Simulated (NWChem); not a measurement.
# InSiH4F (SMILES F[SiH2][InH2]): levels of theory compared

Aim: a comparison of 3 runs (HF/STO-3G, HF/def2-SVP, CAM-B3LYP/STO-3G) of InSiH4F. 

The results are computed with NWChem 7.3.0.

## 1. Starting point

The species is InSiH4F (7 atoms), meant as a singlet with charge 0. As SMILES, `F[SiH2][InH2]`. The shape comes from GFN2-xTB, which is rough for such elements, and wasn't checked as a minimum.

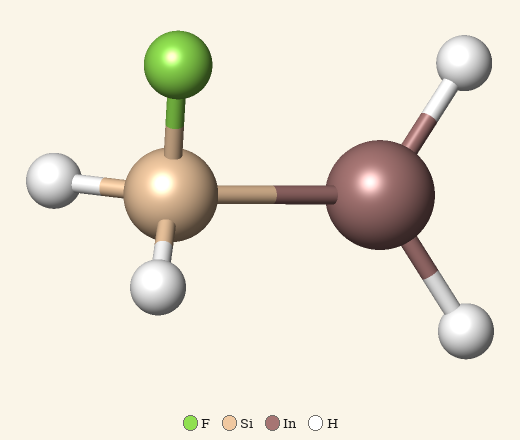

Viewed from a chosen angle; fluorine green, silicon light orange, indium brown, hydrogen white.

## 2. Energy and forces at HF/STO-3G (run 1)

test.nw reads:

```
start test
title "FH4InSi hf"
memory total 2200 mb

geometry units angstrom noautosym nocenter noautoz
  F     -2.121860    -0.112710    -0.085930
  Si    -0.714300    -0.264350    -0.882270
  In     1.033220     0.339090     0.941300
  H     -0.754160    -1.667850    -1.314830
  H     -0.893730     0.648170    -2.018690
  H      0.804190     1.444060     2.305320
  H      2.646630    -0.386420     1.055090
end

basis "ao basis" spherical bse
  F library STO-3G
  Si library STO-3G
  In library STO-3G
  H library STO-3G
end

scf
  thresh 1e-08
  maxiter 80
end

task scf gradient
```

Started as:

```sh
$ nwchem test.nw > test.out
```

The program printed:

```text
[...]
  functions       =    45
[...]
  wavefunction    = RHF
[...]
         Total SCF energy =  -6068.841024593683
      One-electron energy =  -9040.785057691292
      Two-electron energy =   2656.611913569445
 Nuclear repulsion energy =    315.332119528164
        Time for solution =      3.8s
[...]
                         RHF ENERGY GRADIENTS
    atom               coordinates                        gradient
                 x          y          z           x          y          z
   1 F      -4.009734  -0.212991  -0.162384    0.017986  -0.000609  -0.005573
   2 Si     -1.349831  -0.499549  -1.667249   -0.001749  -0.000100  -0.002812
   3 In      1.952503   0.640787   1.778799   -0.036307  -0.005013  -0.025861
   4 H      -1.425156  -3.151779  -2.484668   -0.008554  -0.021492   0.001346
   5 H      -1.688905   1.224864  -3.814771   -0.011653   0.016643  -0.010641
   6 H       1.519699   2.728878   4.356423    0.001251   0.024928   0.035928
   7 H       5.001405  -0.730228   1.993831    0.039025  -0.014358   0.007613
[...]
```

Run time: 6.6 s. Hardware: 1 thread of Intel Xeon Platinum 8488C (Sapphire Rapids), shared host; peak memory 0.1 GiB.

## 3. Energy and gradient at HF/def2-SVP (core potential) (run 2)

calc.nw reads:

```
start calc
title "FH4InSi"
memory 2200 mb
charge 0

geometry units angstroms noautosym nocenter noautoz
F    -2.121860   -0.112710   -0.085930
Si   -0.714300   -0.264350   -0.882270
In    1.033220    0.339090    0.941300
H    -0.754160   -1.667850   -1.314830
H    -0.893730    0.648170   -2.018690
H     0.804190    1.444060    2.305320
H     2.646630   -0.386420    1.055090
end

basis spherical bse
* library def2-SVP
end

ecp bse
In library def2-SVP
end

scf
nopen 0
rhf
thresh 1e-08
maxiter 80
end

task scf gradient
```

Started as:

```sh
$ nwchem calc.nw > calc.out
```

The program printed:

```text
[...]
  functions       =    78
[...]
  wavefunction    = RHF
[...]
         Total SCF energy =   -579.750778588362
      One-electron energy =  -1217.317940301016
      Two-electron energy =    467.069116672846
 Nuclear repulsion energy =    170.498045039808
        Time for solution =     10.1s
[...]
                         RHF ENERGY GRADIENTS
    atom               coordinates                        gradient
                 x          y          z           x          y          z
   1 F      -4.009734  -0.212991  -0.162384    0.005675  -0.001303  -0.005782
   2 Si     -1.349831  -0.499549  -1.667249    0.015937  -0.001376  -0.006337
   3 In      1.952503   0.640787   1.778799   -0.015650  -0.002157  -0.010778
   4 H      -1.425156  -3.151779  -2.484668   -0.007621   0.003330   0.005172
   5 H      -1.688905   1.224864  -3.814771   -0.007736  -0.001161   0.006563
   6 H       1.519699   2.728878   4.356423    0.004460   0.002732   0.007377
   7 H       5.001405  -0.730228   1.993831    0.004935  -0.000065   0.003785
[...]
```

Run time: 15 s. Hardware: 1 thread of Intel Xeon Platinum 8488C (Sapphire Rapids), shared host; peak memory 0.1 GiB.

## 4. Energy and gradient at CAM-B3LYP/STO-3G (run 3)

run.py reads:

```python
from ase import Atoms
from ase.calculators.nwchem import NWChem

molecule = Atoms(['F', 'Si', 'In', 'H', 'H', 'H', 'H'], positions=[
    [-2.121860, -0.112710, -0.085930],
    [-0.714300, -0.264350, -0.882270],
    [1.033220, 0.339090, 0.941300],
    [-0.754160, -1.667850, -1.314830],
    [-0.893730, 0.648170, -2.018690],
    [0.804190, 1.444060, 2.305320],
    [2.646630, -0.386420, 1.055090],
])

calc = NWChem(
    label='a',
    theory='dft',
    memory='2200 mb',
    basis='STO-3G',
    basispar='spherical bse',
    dft={'xc': 'xcamb88 1.00 lyp 0.81 vwn_5 0.19 hfexch 1.00', 'cam': '0.33 cam_alpha 0.19 cam_beta 0.46', 'mult': '1', 'grid': 'xfine', 'convergence': 'energy 1e-08', 'direct': None, 'iterations': '100', 'mulliken': None},
)
molecule.calc = calc

forces = molecule.get_forces()
e = molecule.get_potential_energy()
print(f"E = {e:.6f} eV")
print("forces (eV/A):")
for s, f in zip(molecule.symbols, forces):
    print(f"{s:2s} {f[0]:10.5f} {f[1]:10.5f} {f[2]:10.5f}")
print("dipole (e A):", molecule.get_dipole_moment().round(4))
```

Started as:

```sh
$ export ASE_NWCHEM_COMMAND="nwchem PREFIX.nwi > PREFIX.nwo"
$ python run.py
```

The program printed:

```text
E = -165224.369614 eV
forces (eV/A):
F    -1.40917    0.08834    0.59063
Si    0.85258    0.22590    0.76609
In    1.74820    0.26837    1.21001
H     0.45894    0.51000   -0.23356
H     0.56369   -0.45591    0.07569
H     0.07035   -1.54379   -2.08527
H    -2.28458    0.90709   -0.32355
dipole (e A): [ 0.1827  0.0091 -0.1055]
```

The calculator wrote a.nwi:

```
title "a"

permanent_dir a

scratch_dir a

start a

geometry units angstrom nocenter noautosym noautoz
  F  -2.1218599999999999e+00 -1.1271000000000000e-01 -8.5930000000000006e-02
  Si -7.1430000000000005e-01 -2.6434999999999997e-01 -8.8227000000000000e-01
  In 1.0332200000000000e+00 3.3909000000000000e-01 9.4130000000000003e-01
  H  -7.5416000000000005e-01 -1.6678500000000001e+00 -1.3148299999999999e+00
  H  -8.9373000000000002e-01 6.4817000000000002e-01 -2.0186899999999999e+00
  H  8.0418999999999996e-01 1.4440599999999999e+00 2.3053200000000000e+00
  H  2.6466300000000000e+00 -3.8641999999999999e-01 1.0550900000000001e+00
end

memory 2200 mb

basis spherical bse noprint
   * library STO-3G
end

dft
  xc xcamb88 1.00 lyp 0.81 vwn_5 0.19 hfexch 1.00
  cam 0.33 cam_alpha 0.19 cam_beta 0.46
  mult 1
  grid xfine
  convergence energy 1e-08
  direct
  iterations 100
  mulliken
end

task dft gradient
```

a.nwo:

```text
Northwest Computational Chemistry Package (NWChem) 7.3.0
             --------------------------------------------------------

           Job information
           ---------------

    nwchem branch   = 7.3.0
    use scalapack   = T
    input           = a.nwi
    prefix          = a.
    data base       = a/a.db
    status          = startup
    nproc           =        1

           Memory information
           ------------------

    heap     =     72089596 doubles =      550.0 Mbytes
    stack    =     72089601 doubles =      550.0 Mbytes
    global   =    144179200 doubles =     1100.0 Mbytes (distinct from heap & stack)
    total    =    288358397 doubles =     2200.0 Mbytes
    verify   = yes
    hardfail = no

           Directory information
           ---------------------

  0 permanent = a
  0 scratch   = a

                                NWChem Input Module
                                -------------------

                                         a
                                         -

[... 98 lines left out ...]
  convergence criterion.
[... 18 lines left out ...]
          Convergence on gradient requested:  5.00D-04
[... 32 lines left out ...]
          Convergence aids based upon iterative change in
[... 28 lines left out ...]
 1-e energy   =   -9048.169386
[... 48 lines left out ...]
         Total DFT energy =    -6071.883639665349
[... 2 lines left out ...]
    Exchange-Corr. energy =     -189.858741997344
[... 411 lines left out ...]
          Convergence on energy requested:  1.00D-08
[... 30 lines left out ...]
          Spatial weights used:  Erf1
[... 4 lines left out ...]
          total energy or number of iterations.
[... 24 lines left out ...]
                                         a

  charge          =   0.00
  wavefunction    = closed shell

  int_init: cando_txs set to always be  F
  intd_init: cando_txs set to always be  F

                         DFT ENERGY GRADIENTS

    atom               coordinates                        gradient
                 x          y          z           x          y          z
   1 F      -4.009734  -0.212991  -0.162384    0.027404  -0.001718  -0.011486
   2 Si     -1.349831  -0.499549  -1.667249   -0.016580  -0.004393  -0.014898
   3 In      1.952503   0.640787   1.778799   -0.033997  -0.005219  -0.023531
   4 H      -1.425156  -3.151779  -2.484668   -0.008925  -0.009918   0.004542
   5 H      -1.688905   1.224864  -3.814771   -0.010962   0.008866  -0.001472
   6 H       1.519699   2.728878   4.356423   -0.001368   0.030022   0.040552
   7 H       5.001405  -0.730228   1.993831    0.044428  -0.017640   0.006292

                 ----------------------------------------
                 |  Time  |  1-e(secs)   |  2-e(secs)   |
                 ----------------------------------------
                 |  CPU   |       0.00   |       2.26   |
                 ----------------------------------------
                 |  WALL  |       0.00   |       2.26   |
                 ----------------------------------------

 Task  times  cpu:       13.3s     wall:       13.3s
 Total times  cpu:       13.3s     wall:       13.3s
```

It took 14 s on 1 thread of Intel Xeon Platinum 8488C (Sapphire Rapids), shared host; peak memory 0.14 GiB.

## 5. All runs side by side

| run | level | core potential | iteration cap | energy (Eh) | dipole moment (D) | HOMO energy (eV) | LUMO energy (eV) | wall time |
| --- | --- | --- | --- | --- | --- | --- | --- | --- |
| 1 | HF/STO-3G | – | 80 | -6068.841025 | 1.47 | -7.24 | 5.25 | 6.6 s |
| 2 | HF/def2-SVP (core potential) | def2-SVP | 80 | -579.750779 | 1.84 | -10.16 | 0.24 | 15 s |
| 3 | CAM-B3LYP/STO-3G | – | 100 | -6071.883640 | 1.01 | -5.04 | 2.56 | 14 s |

## 6. Outcome

| quantity | value |
| --- | --- |
| run 3: total energy | -6071.88364 Eh |
| run 3: dipole moment | 1.01 D |
| run 3: HOMO energy | -5.04 eV |
| run 3: LUMO energy | 2.56 eV |
| run 3: HOMO–LUMO gap | 7.60 eV |
| run 3: largest force on an atom | 2.595 eV/Å |

The dipole moment (its size) runs from 1.01 D (CAM-B3LYP/STO-3G) to 1.84 D (HF/def2-SVP). The two ends differ in method and basis and core potential. The HOMO–LUMO gap runs from 7.60 eV (CAM-B3LYP/STO-3G) to 12.50 eV (HF/STO-3G). Exact exchange widens orbital gaps. Some runs of one species differ in core potentials or relativity; totals across that change don't compare. In runs 1, 3 the basis is minimal, so the values are rough. In runs 1, 3 relativity is left out where basis or elements ask for it. All runs together took 36 s, the longest 15 s.
